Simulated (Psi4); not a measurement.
# AlH3O (AlH2(OH)) at SCAN/jun-cc-pVTZ (sweep point 8)

Aim: the vertical singlet–triplet gap of AlH3O (AlH2(OH)) at SCAN/jun-cc-pVTZ (sweep point 8), from 2 runs. 

The results are computed with Psi4 1.11.

**1. The system as given**

AlH3O has 5 atoms, charge 0, and is taken as a singlet. SMILES: `[H][Al]([H])[OH]`. Geometry: a GFN2-xTB relaxation, a rough one for these elements and not checked as a minimum.

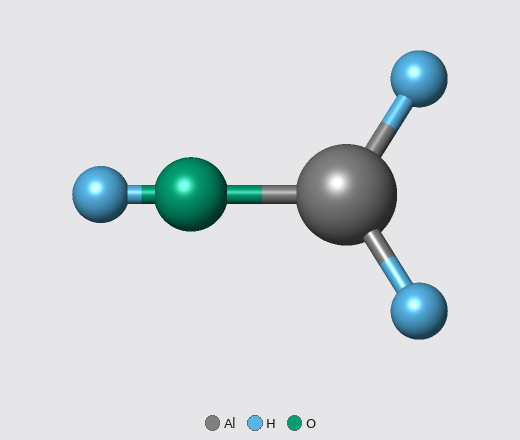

The structure, seen from a chosen angle (aluminium grey, hydrogen blue, oxygen teal).

**2. The energy at SCAN/jun-cc-pVTZ (sweep point 8)**

Contents of calc.py:

```python
import psi4

psi4.set_memory('1600 MB')
psi4.set_num_threads(1)
psi4.set_output_file('run.log', False)

mol = psi4.geometry("""
0 1
Al     0.51357087     0.85249325    -0.20649037
H      3.39957950     0.78845043    -0.41834757
H     -0.90899606     3.34294441    -0.58923550
O     -1.04964838    -1.73860473     0.42832532
H     -1.95450594    -3.24528337     0.78574812
units au
symmetry c1
""")

psi4.set_options({
    'basis': 'jun-cc-pVTZ',
    'puream': True,
    'scf_type': 'pk',
    'dft_radial_points': 99,
    'dft_spherical_points': 590,
})

energy_value, wavefunction = psi4.energy("SCAN", molecule=mol, return_wfn=True)
print(f'SCAN energy: {energy_value:.10f} Eh')
for k, v in sorted(psi4.core.scalar_variables().items()):
    print(f'{k:45s} {v:18.10f}')
```

On the command line:

```bash
$ python calc.py
```

run.log:

```text
[...]
  Running in c1 symmetry.
[...]
  Nuclear repulsion =   53.319648531384388
[...]
  Multiplicity = 1
[...]
  Nalpha       = 12
  Nbeta        = 12
[...]
    Number of basis functions: 124
[...]
   @RKS iter   1:  -319.21454926095402   -2.84743e-01   7.28300e-03 DIIS/ADIIS
[...]
   @RKS iter   8:  -319.50552785415573   -2.96465e-08   2.61440e-07 DIIS
[...]
    Orbital Energies [Eh]
    ---------------------
    Doubly Occupied:
       1A    -55.734196     2A    -18.934748     3A     -4.061345
       4A     -2.602633     5A     -2.594753     6A     -2.592447
       7A     -0.944637     8A     -0.507737     9A     -0.345636
      10A     -0.309479    11A     -0.303377    12A     -0.256123
[...]
  @RKS Final Energy:  -319.50552785415573
   => Energetics <=
    Nuclear Repulsion Energy =             53.3196485313843880
    One-Electron Energy =                -549.0371780831084152
    Two-Electron Energy =                 204.6434481278496662
    DFT Exchange-Correlation Energy =     -28.4314464302813406
    Empirical Dispersion Energy =           0.0000000000000000
    VV10 Nonlocal Energy =                  0.0000000000000000
    Total Energy =                       -319.5055278541557300
[...]
 Multipole Moments:
 ------------------------------------------------------------------------------------
     Multipole            Electronic (a.u.)      Nuclear  (a.u.)        Total (a.u.)
 ------------------------------------------------------------------------------------
 L = 1.  Multiply by 2.5417464519 to convert [e a0] to [Debye]
 Dipole X            :         -0.3108377            0.0632259           -0.2476118
 Dipole Y            :         -0.5148455            0.1018853           -0.4129602
 Dipole Z            :          0.1278443           -0.0305793            0.0972650
 Magnitude           :                                                    0.4912313
[...]
```

On the terminal:

```text
SCAN energy: -319.5055278542 Eh
CURRENT ENERGY                                   -319.5055278542
CURRENT REFERENCE ENERGY                         -319.5055278542
DD SOLVATION ENERGY                                 0.0000000000
DFT FUNCTIONAL TOTAL ENERGY                      -319.5055278542
DFT TOTAL ENERGY                                 -319.5055278542
DFT VV10 ENERGY                                     0.0000000000
DFT XC ENERGY                                     -28.4314464303
GRID ELECTRONS ALPHA                               11.9999998397
GRID ELECTRONS BETA                                11.9999998397
GRID ELECTRONS TOTAL                               23.9999996795
NUCLEAR REPULSION ENERGY                           53.3196485314
ONE-ELECTRON ENERGY                              -549.0371780831
PCM POLARIZATION ENERGY                             0.0000000000
PE ENERGY                                           0.0000000000
SCF ITERATION ENERGY                             -319.5055278542
SCF ITERATIONS                                      8.0000000000
SCF TOTAL ENERGY                                 -319.5055278542
TWO-ELECTRON ENERGY                               204.6434481278
XC GRID RADIAL POINTS                              99.0000000000
XC GRID SPHERICAL POINTS                          590.0000000000
XC GRID TOTAL POINTS                           283845.0000000000
```

Wall time 31 s (1 thread of Intel Xeon Platinum 8488C (Sapphire Rapids), shared host); peak memory 0.97 GiB.

**3. The triplet**

Contents of calc.py:

```python
import psi4

psi4.set_memory(1600000000)
psi4.set_num_threads(1)
psi4.set_output_file('psi4.out', False)

mol = psi4.geometry("""
0 3
Al     0.51357087     0.85249325    -0.20649037
H      3.39957950     0.78845043    -0.41834757
H     -0.90899606     3.34294441    -0.58923550
O     -1.04964838    -1.73860473     0.42832532
H     -1.95450594    -3.24528337     0.78574812
units au
symmetry c1
""")

options = {'basis': 'jun-cc-pVTZ', 'reference': 'uks', 'puream': True, 'scf_type': 'pk', 'dft_radial_points': 99, 'dft_spherical_points': 590, 'maxiter': 150}
psi4.set_options(options)

energy_value, wavefunction = psi4.energy("scan", molecule=mol, return_wfn=True)
print('E =', round(energy_value, 9))
```

On the command line:

```bash
$ python calc.py
```

psi4.out:

```text
[...]
  Running in c1 symmetry.
[...]
  Nuclear repulsion =   53.319648531384388
[...]
  Multiplicity = 3
[...]
  Nalpha       = 13
  Nbeta        = 11
[...]
    Number of basis functions: 124
[...]
   @UKS iter   1:  -319.01289603393326   -8.30900e-02   7.39139e-03 DIIS/ADIIS
[...]
   @UKS iter  12:  -319.32305060998391   -9.70704e-09   4.95321e-07 DIIS
[...]
   @S^2 Observed:                2.007807632E+00
[...]
    Orbital Energies [Eh]
    ---------------------
    Alpha Occupied:
       1A    -55.743987     2A    -18.986631     3A     -4.073573
       4A     -2.610143     5A     -2.609751     6A     -2.608012
       7A     -0.992348     8A     -0.545584     9A     -0.420567
      10A     -0.376312    11A     -0.339214    12A     -0.335804
      13A     -0.101769
    Alpha Virtual:
      14A     -0.043738    15A     -0.003350    16A      0.014005
      17A      0.024180    18A      0.032906    19A      0.038950
      20A      0.047071    21A      0.061366    22A      0.069236
      23A      0.077676    24A      0.110541    25A      0.124568
[...]
  @UKS Final Energy:  -319.32305060998391
   => Energetics <=
    Nuclear Repulsion Energy =             53.3196485313843880
    One-Electron Energy =                -548.2505201624302344
    Two-Electron Energy =                 203.9324241400109372
    DFT Exchange-Correlation Energy =     -28.3246031189489784
    Empirical Dispersion Energy =           0.0000000000000000
    VV10 Nonlocal Energy =                  0.0000000000000000
    Total Energy =                       -319.3230506099839090
[...]
 Multipole Moments:
 ------------------------------------------------------------------------------------
     Multipole            Electronic (a.u.)      Nuclear  (a.u.)        Total (a.u.)
 ------------------------------------------------------------------------------------
 L = 1.  Multiply by 2.5417464519 to convert [e a0] to [Debye]
 Dipole X            :         -0.4376440            0.0632259           -0.3744181
 Dipole Y            :         -0.7259672            0.1018853           -0.6240819
 Dipole Z            :          0.1788513           -0.0305793            0.1482719
 Magnitude           :                                                    0.7427326
[...]
```

The script printed:

```text
E = -319.32305061
```

It took 59 s on 1 thread of Intel Xeon Platinum 8488C (Sapphire Rapids), shared host; peak memory 0.98 GiB.

**4. What came out**

At SCAN/jun-cc-pVTZ (sweep point 8):

```
                                        quantity          value
                           singlet: total energy  -319.50553 Eh
                          singlet: dipole moment         1.25 D
                            singlet: HOMO energy       -6.97 eV
                            singlet: LUMO energy       -1.22 eV
                          singlet: HOMO–LUMO gap        5.75 eV
                           triplet: total energy  -319.32305 Eh
                          triplet: dipole moment         1.89 D
     triplet: HOMO energy (highest over α and β)       -2.77 eV
                                   triplet: ⟨S²⟩          2.008
vertical energy of the triplet above the singlet       4.965 eV
```

At this shape the triplet lies 4.97 eV (479 kJ/mol) above the singlet.
